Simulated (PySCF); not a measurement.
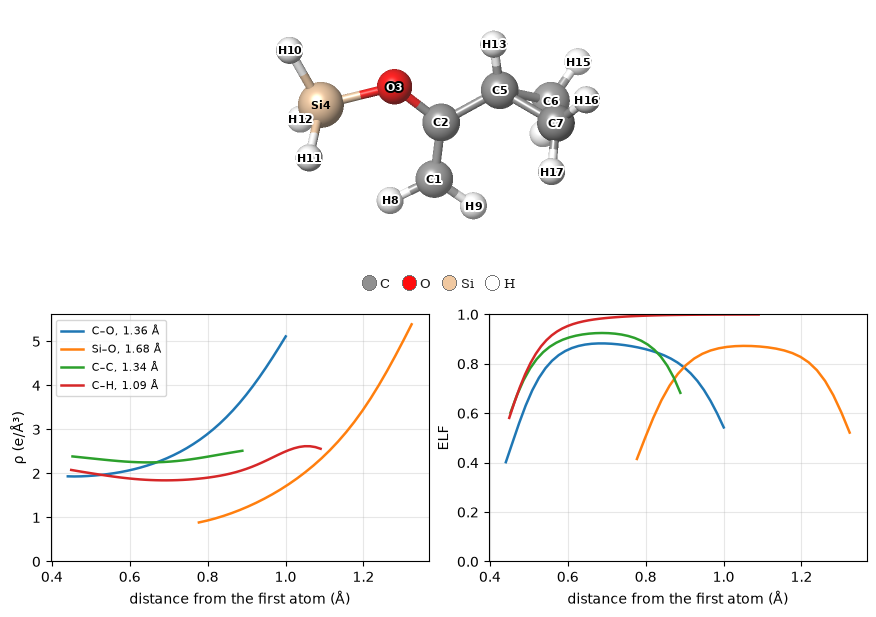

C₅H₁₀OSi (SMILES C=C(O[SiH3])C1CC1). Total electron density and ELF along straight lines between neighbouring atoms. The curves leave out the atomic cores. The structure is drawn too.

Geometry: PBE0-D3(BJ)/def2-SVP.

Theory: PBE0/pcSseg-1, SCF density, gas phase, non-relativistic (PySCF 2.14.0).

The calculation's input:

```
{"job": {"kind": "nmr", "xc": "PBE0", "basis": "pcSseg-1"}, "charge": 0, "multiplicity": 1}
C      0.583393     1.354362    -0.795408
C      0.515585     0.417088     0.162737
O      1.570004     0.059261     0.937758
Si     3.130329     0.680626     0.863998
C     -0.697955    -0.363814     0.522882
C     -1.704708    -0.768245    -0.522219
C     -2.068135     0.262946     0.491274
H      1.503399     1.899643    -1.016426
H     -0.294616     1.604436    -1.391150
H      3.880595    -0.047365     1.919556
H      3.126121     2.148259     1.137887
H      3.733703     0.429638    -0.478569
H     -0.500021    -1.080314     1.323868
H     -1.506535    -0.441379    -1.546840
H     -2.148747    -1.763824    -0.442468
H     -2.768430    -0.005081     1.286712
H     -2.122196     1.307265     0.172110
```

Command:

```sh
OMP_NUM_THREADS=1 python probes_run.py task.json out
```

Q: Compare the contacts.

A: C–O (1.36 Å): the density is about 2.3 e/Å³ at the midpoint, with its minimum of 1.9 e/Å³ about 0.5 Å from C; the ELF peaks at about 0.90 between the atoms (a polar covalent bond).
Si–O (1.68 Å): ρ is about 1 e/Å³ halfway; the ELF peaks at about 0.85 between the atoms; a shared but strongly polarised pair.
C–C (1.34 Å): ρ is about 2.3 e/Å³ halfway; the ELF peaks at about 0.90 between the atoms (a short, multiple covalent bond).
C–H (1.09 Å): ρ is about 1.9 e/Å³ halfway; the ELF climbs to about 1 towards the hydrogen, as it does in any bond to H: an ordinary covalent bond to hydrogen.
